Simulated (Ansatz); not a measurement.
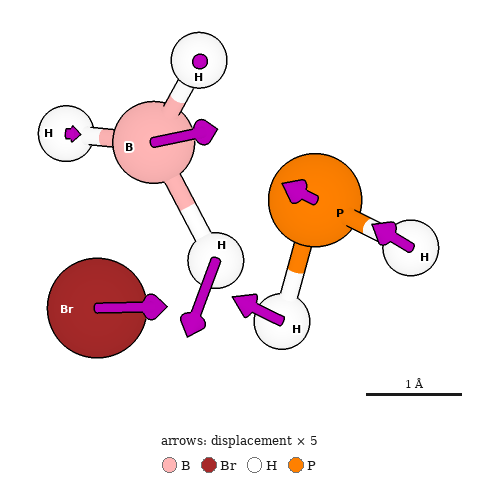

This is a saddle-point search of BPH5Br (coarse preliminary run). The starting structure is drawn; purple arrows show the displacements, 5 times their true length. The two geometries are superimposed by the best rigid fit.

Style: ball-and-stick. Shown from a free direction.

The reaction that was planned forms B1–P6, Br2–H5 and breaks B1–Br2, H5–P6 (atoms numbered from 1 in input order).

Method: RKS PBE0-D4/def2-SVP in Ansatz. 

**What happened in the run?**

The search converged after 10 steps with a largest force component of 0.00054 eV/Å and a curvature of −3.06 eV/Å² along the mode that it followed. The atom that moves furthest after the best rigid fit is an H atom (0.23 Å). By element the largest moves are H 0.23 Å, Br 0.21 Å, B 0.20 Å, P 0.10 Å. Some distances before and after: Br–H 1.996 → 1.607 Å, B–P 2.232 → 1.955 Å, H–P 1.820 → 1.965 Å, B–H 1.406 → 1.543 Å. New bonds form: Br–H (2.00 → 1.61 Å). Bond angles that change, for instance: H–B–H 127.7° → 123.7°, H–P–H 95.0° → 97.1°.
